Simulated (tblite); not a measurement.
**C3H8ClOSi2: geometry relaxation (part 1 of 2)**

The run: geometry relaxation of C3H8ClOSi2, multiplicity 2. Method and program: GFN2-xTB geometry optimisation, gas phase (tblite 0.8.0).

It belongs to a series of runs on one base structure; here: H removed from sp3 C.

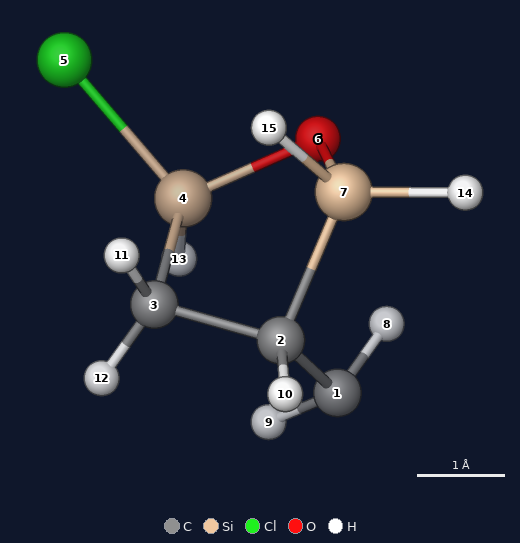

**Figure 1.** The input geometry (ball-and-stick view, seen at a tilt; atoms are numbered from 1 in the order of the input).

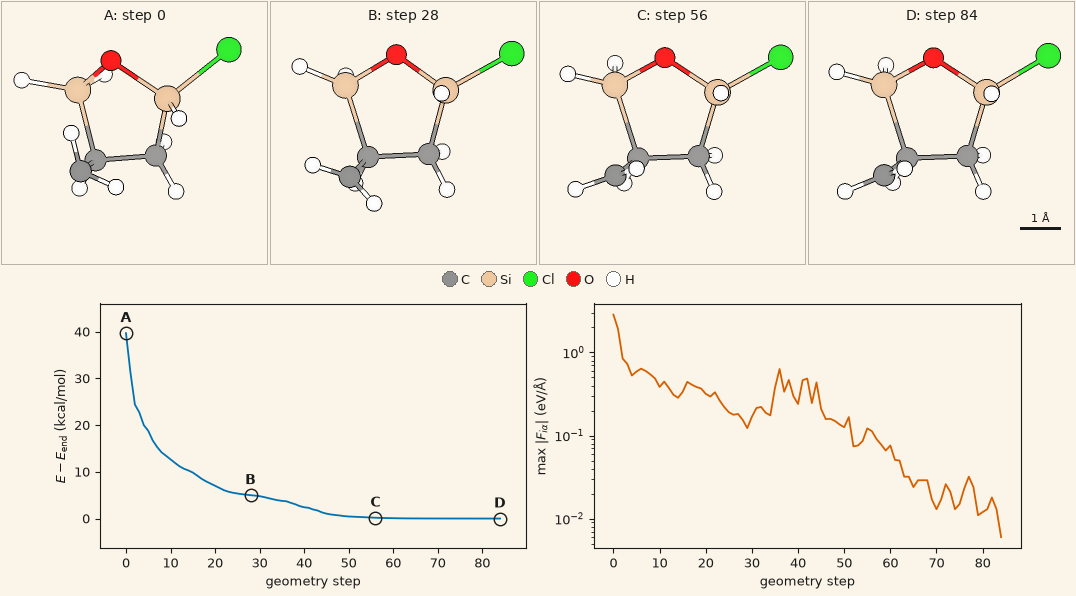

**Figure 2.** Frames of the relaxation (ball-and-stick view, seen at an oblique angle) above the curves, on which the letters mark them (steps are counted from 0).

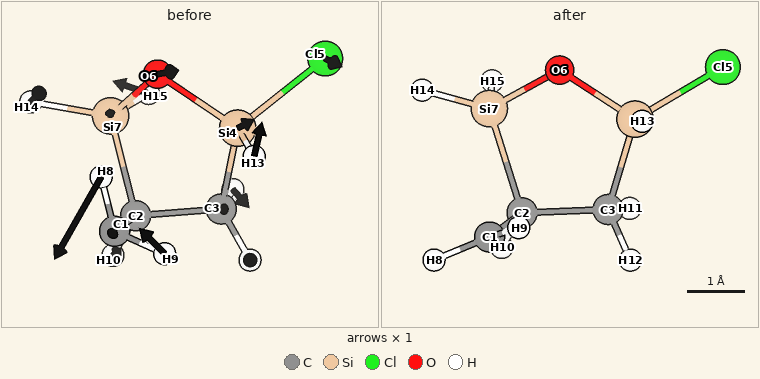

**Figure 3.** Before (left) and after (right) the relaxation, at one scale (ball-and-stick view, seen at an oblique angle). The black arrows give the displacements, at true length. Over 84 geometry steps the energy falls by 39.7 kcal/mol. The largest force component goes from 2.9 to 0.006 eV/Å. The largest move after the best rigid fit is that of H8, 1.83 Å. Largest moves by element: H 1.83 Å, O 0.57 Å, Cl 0.44 Å, Si 0.36 Å, C 0.24 Å. Among the contacts that change: Si4–Cl5 2.100 → 2.000 Å, O6–Si7 1.733 → 1.637 Å, C2–Si7 1.866 → 1.958 Å, Si4–O6 1.723 → 1.636 Å. Among the angles that change: Si4–O6–Si7 99.9° → 120.1°, H8–C1–H9 104.5° → 118.5°, C2–C1–H9 109.4° → 120.6°. (Atoms are counted from 1 in the order of the input.)

The input and output of the run follow.

Input
```
{"job": {"kind": "relax", "xc": "GFN2-xTB", "basis": "xTB"}, "charge": 0, "multiplicity": 2}
C     -0.119900    -1.511100    -1.075300
C      0.748100    -0.301900    -0.821400
C      1.050500    -0.130700     0.679200
Si    -0.721000     0.037300     1.295800
Cl    -0.858300     1.341500     2.935800
O     -1.626300     0.761900     0.022000
Si    -0.336000     1.200200    -1.048800
H     -1.199000    -1.199200    -1.119200
H     -0.062900    -2.201700    -0.194000
H      1.666000    -0.283000    -1.395600
H      1.555000     0.836700     0.822500
H      1.565400    -0.997200     1.089500
H     -1.270200    -1.300200     1.663200
H     -0.766500     1.399700    -2.413800
H      0.370800     2.355800    -0.461800
```

The first line tells a small driver script what to run in tblite; the rest is the geometry in Å.

Run as:
```bash
OMP_NUM_THREADS=1 python <driver script> task.json out
```

What the program printed
```
step      E/eV     max force
  0    -614.31651    2.903
  1    -614.67975    1.953
  2    -614.97869    0.930
  3    -615.05263    0.805
  4    -615.17007    0.579
  5    -615.22270    0.600
  6    -615.31190    0.648
  7    -615.37366    0.690
  8    -615.42310    0.556
  9    -615.45473    0.500
 10    -615.48787    0.498
 11    -615.52064    0.567
 12    -615.55165    0.450
 13    -615.57493    0.355
 14    -615.59079    0.308
 15    -615.61013    0.445
 16    -615.63887    0.539
 17    -615.66884    0.443
 18    -615.69249    0.417
 19    -615.71308    0.390
 20    -615.73295    0.403
 21    -615.75362    0.414
 22    -615.77414    0.333
 23    -615.78830    0.276
 24    -615.79789    0.238
 25    -615.80491    0.225
 26    -615.81100    0.199
 27    -615.81605    0.191
 28    -615.82067    0.159
 29    -615.82460    0.146
 30    -615.82952    0.203
 31    -615.83809    0.264
 32    -615.84813    0.296
 33    -615.85801    0.267
 34    -615.86696    0.198
 35    -615.87340    0.411
 36    -615.87695    0.674
 37    -615.89151    0.354
 38    -615.90447    0.473
 39    -615.92174    0.306
 40    -615.93266    0.288
 41    -615.93763    0.598
 42    -615.95303    0.506
 43    -615.96251    0.262
 44    -615.98009    0.525
 45    -615.99178    0.235
 46    -615.99938    0.194
 47    -616.00465    0.193
 48    -616.00907    0.203
 49    -616.01472    0.167
 50    -616.01832    0.135
 51    -616.02014    0.205
 52    -616.02225    0.098
 53    -616.02381    0.083
 54    -616.02598    0.108
 55    -616.02782    0.146
 56    -616.02978    0.134
 57    -616.03128    0.103
 58    -616.03245    0.085
 59    -616.03332    0.089
 60    -616.03413    0.092
 61    -616.03490    0.059
 62    -616.03557    0.062
 63    -616.03599    0.040
 64    -616.03622    0.040
 65    -616.03636    0.026
 66    -616.03650    0.031
 67    -616.03667    0.034
 68    -616.03681    0.037
 69    -616.03690    0.024
 70    -616.03696    0.017
 71    -616.03702    0.018
 72    -616.03709    0.027
 73    -616.03714    0.022
 74    -616.03719    0.015
 75    -616.03722    0.017
 76    -616.03727    0.026
 77    -616.03734    0.035
 78    -616.03739    0.027
 79    -616.03743    0.011
 80    -616.03745    0.013
 81    -616.03747    0.014
 82    -616.03750    0.020
 83    -616.03753    0.015
 84    -616.03754    0.008
```

Trajectory as extended XYZ (Å, eV, eV/Å), 32 of the 85 frames kept, from step=0 to step=84
```
15
Properties=species:S:1:pos:R:3:forces:R:3 step=0 energy=-614.31651
C    -0.1199   -1.5111   -1.0753   -0.9240   0.7390   2.3460
C     0.7481   -0.3019   -0.8214    0.0780  -0.3750  -0.2740
C     1.0505   -0.1307    0.6792   -0.4900  -0.1120  -0.1660
Si   -0.7210    0.0373    1.2958   -1.8500   0.6140   1.1900
Cl   -0.8583    1.3415    2.9358    0.0480  -0.7240  -0.9590
O    -1.6263    0.7619    0.0220    2.8540  -0.2730   0.4540
Si   -0.3360    1.2002   -1.0488   -1.3980   1.0830  -0.1120
H    -1.1990   -1.1992   -1.1192    1.0340  -0.8440  -0.9240
H    -0.0629   -2.2017   -0.1940    0.3480  -0.0950  -1.2650
H     1.6660   -0.2830   -1.3956    0.2250  -0.2530  -0.2030
H     1.5550    0.8367    0.8225    0.4350  -0.7190   0.1690
H     1.5654   -0.9972    1.0895    0.3370   0.3170   0.0970
H    -1.2702   -1.3002    1.6632   -0.0630   0.7110  -0.1730
H    -0.7665    1.3997   -2.4138   -0.3750  -0.0140   0.0400
H     0.3708    2.3558   -0.4618   -0.2590  -0.0550  -0.2230
15
Properties=species:S:1:pos:R:3:forces:R:3 step=3 energy=-615.05263
C    -0.1447   -1.4607   -0.9683    0.0960   0.0690   0.0270
C     0.7396   -0.2901   -0.8288   -0.0140   0.4860   0.2360
C     1.0109   -0.1366    0.6820    0.0180   0.0550   0.2200
Si   -0.7811    0.0589    1.3584    0.7290  -0.3360  -0.0650
Cl   -0.8601    1.3069    2.8886   -0.1290   0.2530   0.2920
O    -1.4857    0.7578    0.0519   -0.1080   0.3540   0.1900
Si   -0.3780    1.2465   -1.0598    0.5390   0.0060  -0.2920
H    -1.1689   -1.2466   -1.1838   -0.2540  -0.3030  -0.5960
H    -0.0359   -2.2369   -0.2428    0.3320  -0.5660  -0.0150
H     1.6728   -0.3049   -1.4060   -0.2020  -0.2330   0.0980
H     1.5812    0.7882    0.8346    0.1270  -0.2710   0.1820
H     1.5815   -0.9741    1.0936   -0.0560   0.1180  -0.0450
H    -1.2865   -1.2612    1.6556   -0.4590   0.0040   0.0550
H    -0.8026    1.4008   -2.4197   -0.5400   0.0330  -0.1550
H     0.3533    2.3601   -0.4773   -0.0790   0.3320  -0.1340
15
Properties=species:S:1:pos:R:3:forces:R:3 step=5 energy=-615.22270
C    -0.1515   -1.4348   -0.9199   -0.2660  -0.4100  -0.1110
C     0.7355   -0.2535   -0.8125   -0.0520  -0.5460   0.1870
C     1.0010   -0.1344    0.6996    0.5900   0.0440  -0.1010
Si   -0.7508    0.0431    1.3799    0.0400   0.0880  -0.2470
Cl   -0.8718    1.3131    2.8933   -0.0760   0.2050   0.3390
O    -1.4322    0.7874    0.0799   -0.1050   0.3940  -0.0340
Si   -0.3562    1.2685   -1.0879   -0.1060  -0.0320   0.1150
H    -1.1714   -1.2945   -1.2613    0.3780  -0.2820  -0.1800
H     0.0040   -2.2956   -0.2688    0.1560   0.2730  -0.4250
H     1.6581   -0.3337   -1.4009   -0.0990  -0.0790   0.1630
H     1.6049    0.7484    0.8571    0.2180   0.3800   0.2930
H     1.5843   -0.9574    1.0919    0.0200  -0.3580   0.0120
H    -1.3335   -1.2444    1.6573   -0.3870  -0.0840   0.0750
H    -0.8645    1.4036   -2.4333   -0.3620  -0.0200   0.0870
H     0.3397    2.3921   -0.4961    0.0500   0.4260  -0.1730
15
Properties=species:S:1:pos:R:3:forces:R:3 step=8 energy=-615.42310
C    -0.1804   -1.4442   -0.8782    0.1870   0.0330  -0.1340
C     0.7183   -0.2705   -0.7774   -0.0100   0.0220  -0.1380
C     1.0544   -0.1288    0.7188   -0.1490  -0.1030   0.1650
Si   -0.7196    0.0411    1.3883   -0.3600   0.2770   0.1210
Cl   -0.8960    1.3358    2.9338    0.0530  -0.2520  -0.1100
O    -1.3723    0.8792    0.1195   -0.0920   0.0350   0.1090
Si   -0.3397    1.2960   -1.1068   -0.1340   0.0050   0.2100
H    -1.1251   -1.3992   -1.3931    0.2330  -0.1010  -0.0470
H     0.0784   -2.3484   -0.3550   -0.0160  -0.0120  -0.0950
H     1.6260   -0.3869   -1.3742    0.0800  -0.0480  -0.0620
H     1.6708    0.7468    0.9258    0.0110   0.0330  -0.0570
H     1.5963   -0.9903    1.0928    0.0710  -0.1940   0.0100
H    -1.4445   -1.2132    1.6652    0.0950   0.4560  -0.1110
H    -0.9958    1.4020   -2.4236    0.0470  -0.1000   0.5450
H     0.3249    2.4886   -0.5577   -0.0150  -0.0510  -0.4060
15
Properties=species:S:1:pos:R:3:forces:R:3 step=11 energy=-615.52064
C    -0.1758   -1.4529   -0.8733    0.1870   0.0050  -0.1310
C     0.7110   -0.2763   -0.7652    0.1200   0.2190   0.1930
C     1.0666   -0.1400    0.7484   -0.2500  -0.0620  -0.0720
Si   -0.7374    0.0778    1.4046    0.4310   0.0020  -0.0470
Cl   -0.9036    1.3199    2.9537    0.0410   0.0850   0.2740
O    -1.3565    0.9452    0.1580   -0.2330   0.0450   0.0440
Si   -0.3455    1.3077   -1.0844    0.1820  -0.1520   0.1220
H    -1.0574   -1.4773   -1.4824    0.0360   0.0970  -0.1140
H     0.1237   -2.3788   -0.4245    0.0600  -0.1170   0.1130
H     1.6175   -0.4230   -1.3654    0.0170   0.1360   0.0020
H     1.7054    0.7420    0.9576   -0.3040  -0.4460  -0.1730
H     1.6078   -1.0325    1.0937   -0.2220   0.2770  -0.0260
H    -1.5031   -1.1319    1.6537   -0.0490   0.0770  -0.0880
H    -1.0735    1.3854   -2.3397   -0.0880  -0.0970   0.1300
H     0.3163    2.5427   -0.6568    0.0730  -0.0690  -0.2280
15
Properties=species:S:1:pos:R:3:forces:R:3 step=14 energy=-615.59079
C    -0.1433   -1.4661   -0.8993    0.0410  -0.1310  -0.1010
C     0.7187   -0.2707   -0.7465   -0.1060  -0.1960  -0.1390
C     1.0464   -0.1586    0.7577   -0.0220  -0.0200  -0.1270
Si   -0.7222    0.1152    1.4158   -0.1300   0.0240   0.2100
Cl   -0.8979    1.3127    3.0004    0.1090   0.0930   0.2170
O    -1.3773    0.9904    0.1894    0.2730  -0.0350   0.0600
Si   -0.3400    1.2983   -1.0476   -0.1120   0.0400  -0.1340
H    -0.9979   -1.5106   -1.5472    0.0680   0.1510  -0.0930
H     0.1558   -2.4005   -0.4559    0.0470   0.0660   0.0930
H     1.6188   -0.4216   -1.3582    0.0740   0.2850   0.0910
H     1.6922    0.6986    0.9555    0.0200   0.0460   0.0060
H     1.5883   -1.0409    1.0954   -0.1660  -0.0570   0.1300
H    -1.5403   -1.0591    1.6310   -0.0680  -0.1010  -0.0530
H    -1.1297    1.3564   -2.2523   -0.1770  -0.1210  -0.1550
H     0.3241    2.5646   -0.7600    0.1480  -0.0440  -0.0040
15
Properties=species:S:1:pos:R:3:forces:R:3 step=16 energy=-615.63887
C    -0.1143   -1.4889   -0.9321    0.0380  -0.0420  -0.1430
C     0.7149   -0.2813   -0.7460   -0.1590  -0.0090  -0.2640
C     1.0224   -0.1736    0.7474    0.0040   0.0380   0.2430
Si   -0.7146    0.1397    1.4459   -0.4430   0.0030   0.3070
Cl   -0.8800    1.3216    3.0617    0.1470  -0.0840  -0.0490
O    -1.3641    1.0139    0.2168    0.3020   0.0620   0.1040
Si   -0.3439    1.2931   -1.0388   -0.1890   0.1030  -0.3220
H    -0.9531   -1.5090   -1.5988    0.0320  -0.0300  -0.0860
H     0.1815   -2.4095   -0.4590   -0.0650   0.0540   0.0250
H     1.6290   -0.3824   -1.3436    0.1080   0.1990   0.0320
H     1.6767    0.6636    0.9488    0.2330   0.3770   0.0450
H     1.5497   -1.0434    1.1109   -0.0210  -0.3930   0.1470
H    -1.5710   -1.0258    1.6085    0.0400   0.0100   0.0110
H    -1.1859    1.3217   -2.2154   -0.0900  -0.1070  -0.0830
H     0.3482    2.5682   -0.8281    0.0620  -0.1800   0.0320
15
Properties=species:S:1:pos:R:3:forces:R:3 step=19 energy=-615.71308
C    -0.0690   -1.5278   -0.9929    0.0750   0.2060  -0.2130
C     0.6953   -0.2921   -0.7519    0.0840   0.2400   0.2860
C     0.9915   -0.1936    0.7659    0.0280   0.0430   0.2050
Si   -0.7328    0.1807    1.5211    0.0740  -0.0290  -0.2110
Cl   -0.8394    1.3286    3.1651    0.1100  -0.1480  -0.1290
O    -1.2969    1.0889    0.2813    0.0340   0.3000  -0.0020
Si   -0.3669    1.2984   -1.0562   -0.0610  -0.1030  -0.0470
H    -0.8569   -1.5415   -1.7239    0.1070  -0.2010   0.0450
H     0.2311   -2.4306   -0.4874   -0.2030   0.0650  -0.0700
H     1.6463   -0.3108   -1.3101   -0.0820   0.0580   0.0530
H     1.6839    0.6329    0.9552   -0.0460   0.0030   0.0180
H     1.4829   -1.0899    1.1473   -0.0960  -0.0560  -0.0790
H    -1.6420   -0.9563    1.5765    0.0650   0.0300   0.1410
H    -1.3176    1.2523   -2.1547    0.0390  -0.0410  -0.0070
H     0.3860    2.5688   -0.9575   -0.1280  -0.3680   0.0110
15
Properties=species:S:1:pos:R:3:forces:R:3 step=22 energy=-615.77414
C    -0.0092   -1.5275   -1.0625    0.0630   0.0150   0.1820
C     0.6924   -0.2729   -0.7222   -0.0080  -0.1710  -0.0540
C     0.9717   -0.2052    0.8071   -0.0110  -0.0220  -0.3320
Si   -0.7439    0.2174    1.5429    0.1830   0.0300  -0.1940
Cl   -0.7907    1.3034    3.2176    0.0630  -0.0380   0.0010
O    -1.2545    1.1920    0.3315   -0.0210   0.1540   0.0050
Si   -0.3953    1.2830   -1.0646   -0.0440  -0.1360   0.1430
H    -0.7702   -1.5956   -1.8148    0.0950   0.0950  -0.0850
H     0.2321   -2.4289   -0.5229   -0.0760   0.0930   0.0070
H     1.6486   -0.2492   -1.2765   -0.0700   0.1020   0.1510
H     1.6830    0.6157    0.9661   -0.0750  -0.2150   0.2150
H     1.4232   -1.1382    1.1621   -0.0550   0.2340  -0.0460
H    -1.6810   -0.8913    1.5731   -0.0110  -0.0410   0.1040
H    -1.4056    1.1914   -2.0977   -0.0050  -0.0550  -0.1030
H     0.3950    2.5137   -1.0612   -0.0290  -0.0430   0.0050
15
Properties=species:S:1:pos:R:3:forces:R:3 step=24 energy=-615.79789
C     0.0328   -1.5295   -1.0986   -0.1330  -0.1040   0.1090
C     0.6904   -0.2720   -0.7154   -0.0470  -0.0650  -0.2130
C     0.9502   -0.2148    0.8043   -0.0030   0.0050  -0.1190
Si   -0.7399    0.2400    1.5488   -0.0810   0.0090  -0.0020
Cl   -0.7541    1.2885    3.2521    0.0550  -0.0620  -0.0730
O    -1.2342    1.2493    0.3585   -0.0280   0.0510   0.0160
Si   -0.4155    1.2640   -1.0620   -0.0870   0.0160  -0.0090
H    -0.7178   -1.6037   -1.8629    0.1470   0.1320  -0.0870
H     0.2240   -2.4195   -0.5286   -0.0220  -0.0300   0.0820
H     1.6512   -0.1948   -1.2491    0.0190   0.0420   0.0400
H     1.6690    0.5877    0.9774    0.0780  -0.0420   0.2210
H     1.3789   -1.1456    1.1706    0.0590   0.0020  -0.0120
H    -1.6953   -0.8611    1.5743    0.0370   0.0490   0.0850
H    -1.4483    1.1497   -2.0752    0.0400  -0.0560  -0.0350
H     0.4041    2.4701   -1.1164   -0.0340   0.0530  -0.0020
15
Properties=species:S:1:pos:R:3:forces:R:3 step=27 energy=-615.81605
C     0.0468   -1.5388   -1.1113   -0.1290   0.0230  -0.0690
C     0.6811   -0.2743   -0.7232    0.0080   0.0790   0.1200
C     0.9355   -0.2221    0.7977    0.0010   0.0010   0.1750
Si   -0.7428    0.2615    1.5529   -0.0240  -0.0060  -0.0240
Cl   -0.7187    1.2679    3.2742    0.0490   0.0080   0.0150
O    -1.2083    1.3154    0.3879   -0.0030  -0.0860  -0.0790
Si   -0.4419    1.2563   -1.0626   -0.0010   0.1090  -0.0500
H    -0.6448   -1.6117   -1.9322    0.1820   0.0590  -0.0060
H     0.2227   -2.4259   -0.5352   -0.0460  -0.0510   0.0920
H     1.6524   -0.1538   -1.2228    0.0200  -0.0410  -0.1550
H     1.6737    0.5547    1.0206   -0.0170  -0.0140  -0.0140
H     1.3503   -1.1557    1.1735   -0.0020  -0.0860  -0.0730
H    -1.7165   -0.8214    1.5873    0.0060   0.0390   0.0350
H    -1.4947    1.1073   -2.0556    0.0750  -0.0380   0.0420
H     0.4007    2.4485   -1.1732   -0.1180   0.0040  -0.0080
15
Properties=species:S:1:pos:R:3:forces:R:3 step=30 energy=-615.82952
C     0.0306   -1.5373   -1.0994    0.1010   0.1100   0.1180
C     0.6790   -0.2693   -0.7135    0.0620  -0.0610   0.0090
C     0.9363   -0.2256    0.8113    0.0210  -0.0430  -0.0950
Si   -0.7457    0.2697    1.5474    0.0440  -0.0080   0.0670
Cl   -0.7050    1.2588    3.2752    0.0500   0.0680   0.0740
O    -1.2072    1.3313    0.3897    0.0270  -0.0920  -0.0460
Si   -0.4465    1.2664   -1.0629    0.0690  -0.0940   0.0260
H    -0.5917   -1.6133   -1.9708    0.1170   0.0260  -0.0300
H     0.2180   -2.4371   -0.5342   -0.1120   0.1680  -0.0220
H     1.6488   -0.1620   -1.2353   -0.1480  -0.0290   0.0050
H     1.6818    0.5403    1.0479   -0.0370   0.0010  -0.0600
H     1.3523   -1.1707    1.1598   -0.0860  -0.0300   0.0050
H    -1.7292   -0.7959    1.6009   -0.0600  -0.0480  -0.0050
H    -1.5028    1.0905   -2.0403   -0.0020  -0.0390  -0.0470
H     0.3768    2.4622   -1.1977   -0.0480   0.0720   0.0010
15
Properties=species:S:1:pos:R:3:forces:R:3 step=33 energy=-615.85801
C     0.0467   -1.5189   -1.1053    0.0070   0.0400  -0.0800
C     0.6832   -0.2626   -0.6912   -0.0110   0.0370  -0.1880
C     0.9152   -0.2499    0.8269    0.0500   0.0210  -0.1450
Si   -0.7490    0.3010    1.5652    0.0100  -0.0540   0.1380
Cl   -0.6217    1.2450    3.3257    0.0100   0.0320  -0.1210
O    -1.1883    1.3671    0.3993    0.0450  -0.1060   0.1140
Si   -0.4624    1.2556   -1.0670   -0.0410  -0.1350   0.0630
H    -0.4029   -1.5887   -2.0803    0.1080  -0.1300   0.0710
H     0.1619   -2.4121   -0.5114   -0.1810   0.1710  -0.0970
H     1.6263   -0.1220   -1.2509   -0.0040  -0.0440   0.1730
H     1.6718    0.4911    1.0887    0.1190   0.0120  -0.0120
H     1.2914   -1.2222    1.1418   -0.0470   0.0370   0.1400
H    -1.7656   -0.7355    1.6285   -0.0490   0.0010  -0.0020
H    -1.5365    1.0031   -2.0070   -0.0150  -0.0170  -0.0690
H     0.3256    2.4570   -1.2850   -0.0020   0.1360   0.0150
```
